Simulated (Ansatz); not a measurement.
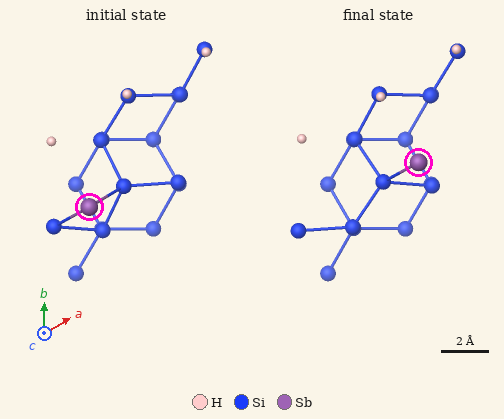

The two relaxed end points of a path for Sb on Si(111), partly H-covered, underside capped with H (23 atoms in the cell). Style: ball-and-stick. Shown: the simulation cell, with the vacuum cut short (origin moved), along the c axis. The moving atom is ringed, with any periodic copies. Bonds to atoms that aren't drawn are left out.

Theory: DFT PBE, scalar-relativistic, plane waves, PAW (Ansatz).

Run with plane-wave cutoff 420 eV; k-point mesh 2 × 2 × 1; Gaussian smearing 0.05 eV; spin collinear; 8 atoms held fixed; 5 movable images; climbing image; force threshold 0.05 eV/Å; iteration limit 14; starting path by straight interpolation.

Start:
```
CELL_PARAMETERS angstrom
7.67918 0.00000 0.00000
3.83959 6.65036 0.00000
0.00000 0.00000 18.86876
ATOMIC_POSITIONS crystal
H 0.16667 0.16667 0.05300
H 0.66667 0.16667 0.05300
H 0.16667 0.66667 0.05300
H 0.66667 0.66667 0.05300
Si 0.16667 0.16667 0.13249
Si 0.66667 0.16667 0.13249
Si 0.16667 0.66667 0.13249
Si 0.66667 0.66667 0.13249
Si 0.83356 0.33311 0.17306
Si 0.33339 0.33308 0.17301
Si 0.83150 0.83702 0.17904
Si 0.33465 0.83069 0.16728
Si 0.83977 0.33192 0.29790
Si 0.32812 0.33191 0.29781
Si 0.82634 0.84687 0.31004
Si 0.33920 0.82132 0.28879
Si 0.02314 0.00103 0.34233
Si 0.47537 0.00113 0.34238
Si 0.99710 0.50569 0.34096
Si 0.50376 0.49220 0.33575
H 0.00749 0.48550 0.42047
H 0.49674 0.50574 0.41540
Sb 0.25216 0.99591 0.45124
```

End:
```
CELL_PARAMETERS angstrom
7.67918 0.00000 0.00000
3.83959 6.65036 0.00000
0.00000 0.00000 18.86876
ATOMIC_POSITIONS crystal
H 0.16667 0.16667 0.05300
H 0.66667 0.16667 0.05300
H 0.16667 0.66667 0.05300
H 0.66667 0.66667 0.05300
Si 0.16667 0.16667 0.13249
Si 0.66667 0.16667 0.13249
Si 0.16667 0.66667 0.13249
Si 0.66667 0.66667 0.13249
Si 0.83339 0.33308 0.17301
Si 0.33356 0.33311 0.17306
Si 0.83465 0.83069 0.16728
Si 0.33150 0.83702 0.17904
Si 0.82812 0.33191 0.29781
Si 0.33978 0.33192 0.29790
Si 0.83920 0.82132 0.28879
Si 0.32634 0.84687 0.31004
Si 0.97537 0.00113 0.34237
Si 0.52314 0.00103 0.34233
Si 0.00376 0.49220 0.33574
Si 0.49710 0.50569 0.34096
H 0.99674 0.50574 0.41540
H 0.50749 0.48550 0.42047
Sb 0.75217 0.99591 0.45124
```

**What barrier does the band find between them, and by what path?**

The barrier is about 0.95 eV in both directions, with image 3 at the top; the ends have the same energy. The adsorbate starts on a hollow site and hops by a lattice vector of the surface; other mechanisms, such as exchange with a surface atom, weren't searched. The Sb atom travels furthest, 3.84 Å from end to end, on a path that bends up to 0.48 Å away from the straight line. At the highest image its nearest neighbour (Si) is 2.55 Å away, against 2.69 Å at the start, and the surrounding atoms stand up to 0.14 Å off the mean of their end positions. The band converged in 6 iterations. The largest component of the band force went from 10 to 0.02 eV/Å. The climbing image converged on the top of the path. Its curvatures weren't checked.

Energies of the converged images:

| image | path (Å) | E (eV) |
| --- | --- | --- |
| 0 | 0.00 | 0.000 |
| 1 | 0.72 | 0.306 |
| 2 | 1.44 | 0.873 |
| 3 | 2.16 | 0.953 |
| 4 | 2.89 | 0.874 |
| 5 | 3.61 | 0.308 |
| 6 | 4.33 | 0.000 |

The geometry at the top of the path:

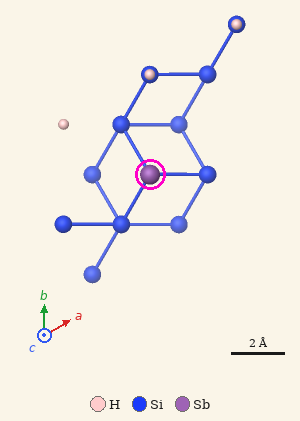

Limits of the set-up: the periodic images lie only 7.7 Å apart, so the values are limited by the cell's size.

The run took 15 min on 2 threads of Arm Neoverse V1, on a shared host, peak memory 3.1 GiB.

PAW datasets: the set soft_1.
